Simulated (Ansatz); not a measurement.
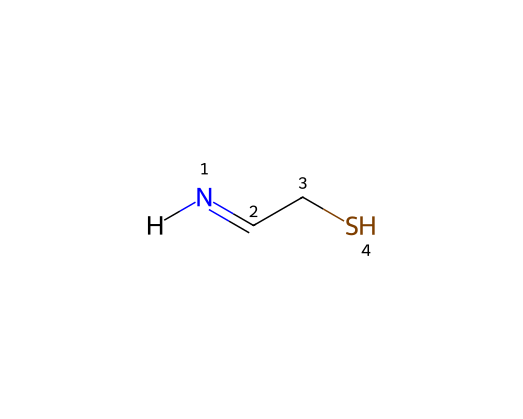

Skeletal drawing with numbered atoms; wedges and dashes mark any stereocentres. The configuration is that of a computed structure (PBE0-D4/def2-TZVP).

What are the Cahn–Ingold–Prelog descriptors?

N1=C2: E.
